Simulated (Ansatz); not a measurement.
## Geometry relaxation, with input and output: C₂H₉BOSi (part 2 of 2)

C₂H₉BOSi, SMILES BC([SiH3])OC; RKS PBE0-D4/def2-TZVP (Ansatz 0.2.0). The geometry: PBE-D4/def2-SVP start.

Geometry of the input (Å):
```
B  -1.5258  0.4218  1.0735
C  -0.4484  0.5497  0.0191
Si 0.5823  -0.6293  1.3466
O  -0.5921  -0.0569  -1.2217
C  0.5165  0.0694  -2.0885
H  -2.4388  -0.3698  0.9617
H  -1.3810  1.0746  2.0935
H  0.2106  1.4496  0.0138
H  1.4117  -1.4920  0.4385
H  -0.2546  -1.5494  2.1908
H  1.4688  0.2093  2.2180
H  1.4228  -0.4471  -1.6916
H  0.2367  -0.3979  -3.0521
H  0.7785  1.1386  -2.2729
```

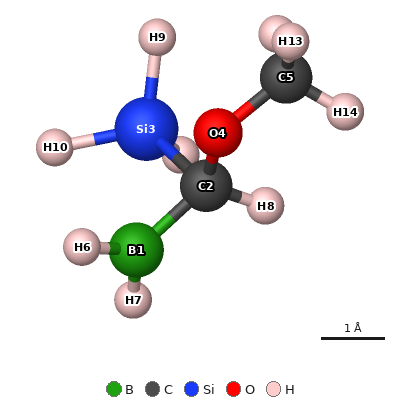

Figure 1. The geometry at step 8 of the log (ball-and-stick view, seen at a tilt; atoms are numbered from 1 in the order of the input).

Trajectory as extended XYZ, continued:
```
14
Properties=species:S:1:pos:R:3:forces:R:3 step=3 energy=-12813.37557
B    -1.5316    0.4238    1.0608   -0.1413   0.1058  -0.0143
C    -0.4399    0.5221    0.0369    0.1379  -0.0662   0.1376
Si    0.6072   -0.6352    1.3139    0.0167   0.0658  -0.1026
O    -0.5882   -0.0717   -1.2043   -0.0511  -0.0705  -0.1129
C     0.5180    0.0693   -2.0580   -0.0409   0.0002   0.0373
H    -2.4527   -0.3239    0.9359    0.0035  -0.0330   0.0107
H    -1.3890    1.0678    2.0629    0.0182  -0.0270   0.0306
H     0.1874    1.4215    0.0173    0.0021   0.0421   0.0161
H     1.4179   -1.5004    0.4244    0.0109  -0.0267  -0.0078
H    -0.2333   -1.5139    2.1660   -0.0316  -0.0078   0.0247
H     1.4799    0.2069    2.1634    0.0165   0.0090   0.0205
H     1.4047   -0.4360   -1.6594    0.0487  -0.0200   0.0146
H     0.2482   -0.3856   -3.0092   -0.0037  -0.0179  -0.0439
H     0.7585    1.1261   -2.2219    0.0142   0.0462  -0.0106
14
Properties=species:S:1:pos:R:3:forces:R:3 step=4 energy=-12813.36896 accepted=F
B    -1.5323    0.4226    1.0590   -0.2351   0.0244   0.1092
C    -0.4275    0.5350    0.0500   -0.2269  -0.5277  -0.3080
Si    0.6223   -0.6423    1.2921    0.0117   0.1876  -0.1610
O    -0.6052   -0.0421   -1.2188    0.0706   0.1527   0.5146
C     0.5181    0.0729   -2.0462    0.0378  -0.0301  -0.0818
H    -2.4394   -0.3424    0.9262   -0.0002   0.0089  -0.0122
H    -1.4124    1.0598    2.0676    0.0196  -0.0186   0.0439
H     0.1470    1.4583    0.0331    0.2349   0.2082  -0.0463
H     1.3876   -1.5539    0.4138    0.0492  -0.0298  -0.0416
H    -0.2297   -1.4827    2.1688   -0.0767   0.0045   0.0441
H     1.5218    0.1946    2.1198    0.0245  -0.0204   0.0173
H     1.3950   -0.4141   -1.6057    0.0731  -0.0318  -0.0056
H     0.2784   -0.4174   -2.9879   -0.0068  -0.0159  -0.0556
H     0.7634    1.1222   -2.2430    0.0244   0.0880  -0.0170
14
Properties=species:S:1:pos:R:3:forces:R:3 step=5 energy=-12813.38122
B    -1.5424    0.4306    1.0573   -0.0962  -0.0099   0.0803
C    -0.4320    0.5141    0.0488    0.0817  -0.0497  -0.0408
Si    0.6179   -0.6317    1.2969    0.0225  -0.0037  -0.0276
O    -0.5893   -0.0734   -1.2024   -0.0223  -0.0324  -0.0149
C     0.5189    0.0698   -2.0521   -0.0399  -0.0044   0.0262
H    -2.4573   -0.3243    0.9308   -0.0320   0.0070  -0.0168
H    -1.4000    1.0586    2.0688   -0.0058   0.0135   0.0202
H     0.1762    1.4249    0.0260    0.0219   0.0870  -0.0100
H     1.4126   -1.5232    0.4196    0.0183  -0.0214  -0.0099
H    -0.2380   -1.4849    2.1617   -0.0227  -0.0111   0.0178
H     1.5005    0.2023    2.1448    0.0180   0.0132   0.0084
H     1.4077   -0.4272   -1.6475    0.0529  -0.0225   0.0140
H     0.2577   -0.3919   -3.0025   -0.0094  -0.0183  -0.0387
H     0.7545    1.1269   -2.2217    0.0129   0.0527  -0.0080
14
Properties=species:S:1:pos:R:3:forces:R:3 step=6 energy=-12813.37442 accepted=F
B    -1.5600    0.4108    1.0649   -0.0604   0.0186  -0.0428
C    -0.4264    0.5194    0.0639    0.3018  -0.0251   0.2558
Si    0.6658   -0.6277    1.2692   -0.1662   0.1315   0.0447
O    -0.5809   -0.0512   -1.1937   -0.2099  -0.0998  -0.2168
C     0.5244    0.0673   -2.0484   -0.0200  -0.0515   0.0273
H    -2.4821   -0.3305    0.8989    0.0328  -0.0137  -0.0014
H    -1.4623    1.0370    2.0845    0.0448  -0.0238  -0.0351
H     0.1206    1.4728    0.0511    0.0046  -0.0293  -0.0496
H     1.4307   -1.5924    0.4377   -0.0357   0.0731  -0.0090
H    -0.2361   -1.4083    2.1625    0.0352  -0.0443   0.0129
H     1.5605    0.2051    2.1124    0.0088  -0.0397  -0.0458
H     1.3927   -0.4846   -1.6656    0.0444   0.0551   0.0169
H     0.2379   -0.3643   -3.0082   -0.0176   0.0186   0.0223
H     0.8022    1.1173   -2.2006    0.0374   0.0302   0.0205
14
Properties=species:S:1:pos:R:3:forces:R:3 step=7 energy=-12813.38461
B    -1.5540    0.4300    1.0577   -0.0263  -0.0157   0.0279
C    -0.4224    0.5073    0.0605   -0.0004   0.0106  -0.0233
Si    0.6351   -0.6330    1.2859    0.0261  -0.0064  -0.0080
O    -0.5865   -0.0760   -1.1967   -0.0150  -0.0153   0.0172
C     0.5202    0.0691   -2.0466   -0.0065  -0.0091  -0.0023
H    -2.4753   -0.3153    0.9137   -0.0094   0.0120  -0.0131
H    -1.4248    1.0543    2.0739   -0.0033   0.0085  -0.0001
H     0.1558    1.4401    0.0314    0.0089   0.0040  -0.0019
H     1.4149   -1.5482    0.4176    0.0022  -0.0076   0.0050
H    -0.2348   -1.4617    2.1654    0.0036   0.0059  -0.0037
H     1.5322    0.1973    2.1248    0.0004  -0.0040   0.0042
H     1.4112   -0.4300   -1.6450    0.0178   0.0001   0.0032
H     0.2583   -0.3908   -2.9991   -0.0026  -0.0016  -0.0061
H     0.7572    1.1275   -2.2149    0.0044   0.0186   0.0009
14
Properties=species:S:1:pos:R:3:forces:R:3 step=8 energy=-12813.38514
B    -1.5628    0.4336    1.0551    0.0134  -0.0138   0.0145
C    -0.4195    0.5005    0.0660    0.0173  -0.0043  -0.0118
Si    0.6488   -0.6351    1.2810   -0.0336  -0.0173   0.0033
O    -0.5861   -0.0847   -1.1922    0.0109  -0.0019   0.0203
C     0.5184    0.0699   -2.0435   -0.0096   0.0044  -0.0008
H    -2.4911   -0.3006    0.9000   -0.0053   0.0039  -0.0074
H    -1.4391    1.0589    2.0709   -0.0041   0.0080   0.0052
H     0.1502    1.4389    0.0316   -0.0016  -0.0006  -0.0032
H     1.4216   -1.5647    0.4218    0.0042   0.0074  -0.0089
H    -0.2251   -1.4537    2.1664   -0.0009   0.0018  -0.0004
H     1.5503    0.1881    2.1219    0.0041   0.0126  -0.0044
H     1.4156   -0.4204   -1.6436    0.0051  -0.0055   0.0043
H     0.2593   -0.3910   -2.9962    0.0006  -0.0039  -0.0077
H     0.7465    1.1309   -2.2105   -0.0005   0.0091  -0.0031
14
Properties=species:S:1:pos:R:3:forces:R:3 step=9 energy=-12813.38519
B    -1.5634    0.4389    1.0563    0.0000  -0.0278  -0.0141
C    -0.4197    0.4989    0.0674    0.0319  -0.0044  -0.0019
Si    0.6469   -0.6387    1.2812   -0.0193  -0.0047  -0.0001
O    -0.5815   -0.0924   -1.1890   -0.0235   0.0123   0.0311
C     0.5195    0.0703   -2.0431   -0.0093  -0.0071   0.0071
H    -2.4967   -0.2887    0.8987   -0.0008   0.0010   0.0011
H    -1.4369    1.0624    2.0727    0.0001   0.0113   0.0031
H     0.1527    1.4357    0.0335    0.0031  -0.0045  -0.0128
H     1.4207   -1.5597    0.4141    0.0083   0.0012  -0.0039
H    -0.2232   -1.4639    2.1631   -0.0067   0.0003   0.0032
H     1.5480    0.1840    2.1232    0.0026   0.0075   0.0000
H     1.4239   -0.4039   -1.6397    0.0048  -0.0002   0.0024
H     0.2652   -0.4053   -2.9903    0.0065   0.0136  -0.0025
H     0.7316    1.1331   -2.2193    0.0021   0.0014  -0.0127
14
Properties=species:S:1:pos:R:3:forces:R:3 step=10 energy=-12813.38532
B    -1.5609    0.4352    1.0568   -0.0058   0.0106  -0.0091
C    -0.4167    0.4969    0.0682   -0.0012   0.0146  -0.0037
Si    0.6463   -0.6395    1.2816    0.0085  -0.0036   0.0137
O    -0.5826   -0.0914   -1.1883    0.0033  -0.0037  -0.0139
C     0.5181    0.0708   -2.0435   -0.0082  -0.0028   0.0051
H    -2.4941   -0.2922    0.8987    0.0032  -0.0025   0.0003
H    -1.4372    1.0633    2.0710    0.0017  -0.0042   0.0053
H     0.1560    1.4335    0.0329   -0.0033  -0.0017  -0.0018
H     1.4239   -1.5611    0.4180   -0.0013  -0.0023   0.0017
H    -0.2283   -1.4597    2.1644    0.0026  -0.0046  -0.0004
H     1.5450    0.1878    2.1220    0.0021  -0.0017   0.0038
H     1.4218   -0.4074   -1.6429   -0.0010  -0.0001   0.0008
H     0.2619   -0.3990   -2.9929    0.0012   0.0016  -0.0004
H     0.7338    1.1335   -2.2173   -0.0016   0.0005  -0.0014
14
Properties=species:S:1:pos:R:3:forces:R:3 step=11 energy=-12813.38534
B    -1.5591    0.4378    1.0560   -0.0042  -0.0068  -0.0049
C    -0.4152    0.4990    0.0673   -0.0235  -0.0165  -0.0064
Si    0.6449   -0.6398    1.2846    0.0157   0.0021  -0.0069
O    -0.5822   -0.0918   -1.1884   -0.0065   0.0083   0.0196
C     0.5165    0.0706   -2.0451    0.0158   0.0017  -0.0023
H    -2.4925   -0.2893    0.8964    0.0022   0.0017   0.0028
H    -1.4329    1.0604    2.0734   -0.0022   0.0048  -0.0007
H     0.1568    1.4354    0.0307    0.0146   0.0005   0.0003
H     1.4260   -1.5584    0.4205   -0.0013   0.0012   0.0017
H    -0.2289   -1.4657    2.1627   -0.0044   0.0023  -0.0023
H     1.5412    0.1857    2.1296   -0.0014  -0.0003   0.0010
H     1.4221   -0.4032   -1.6431   -0.0024   0.0022  -0.0033
H     0.2619   -0.4035   -2.9929   -0.0028   0.0006   0.0028
H     0.7286    1.1334   -2.2231    0.0001  -0.0018  -0.0013
14
Properties=species:S:1:pos:R:3:forces:R:3 step=12 energy=-12813.38539
B    -1.5599    0.4378    1.0560    0.0022  -0.0032   0.0003
C    -0.4161    0.4982    0.0673   -0.0004  -0.0029   0.0031
Si    0.6457   -0.6399    1.2845   -0.0031   0.0020  -0.0043
O    -0.5824   -0.0919   -1.1883   -0.0005  -0.0002  -0.0004
C     0.5168    0.0708   -2.0449    0.0012  -0.0006   0.0003
H    -2.4926   -0.2904    0.8983   -0.0004   0.0014  -0.0005
H    -1.4343    1.0629    2.0719   -0.0010   0.0013   0.0002
H     0.1589    1.4330    0.0313    0.0020   0.0032  -0.0014
H     1.4267   -1.5580    0.4201    0.0008   0.0001   0.0009
H    -0.2293   -1.4655    2.1616    0.0010  -0.0009   0.0014
H     1.5412    0.1863    2.1296   -0.0005  -0.0009   0.0006
H     1.4221   -0.4038   -1.6436   -0.0005   0.0007  -0.0005
H     0.2613   -0.4024   -2.9929   -0.0005   0.0002   0.0005
H     0.7291    1.1336   -2.2222   -0.0001  -0.0004   0.0000
```

Summary:

| quantity | value |
| --- | --- |
| outcome | converged |
| total energy | −12813.3854 eV |
| mean-field energy | −12813.1419 eV |
| dispersion energy | −0.2436 eV |
| SCF solution under orbital rotations | stable |
| largest force (length of the vector) at the end | 0.006 eV/Å |
| dipole moment | 1.99 D |
| hardware | 4 threads of Arm Neoverse V1, 23 GiB of memory available, shared host |
| wall time | 51 s (CPU time 3.2 min) |
| peak memory | 0.59 GiB |
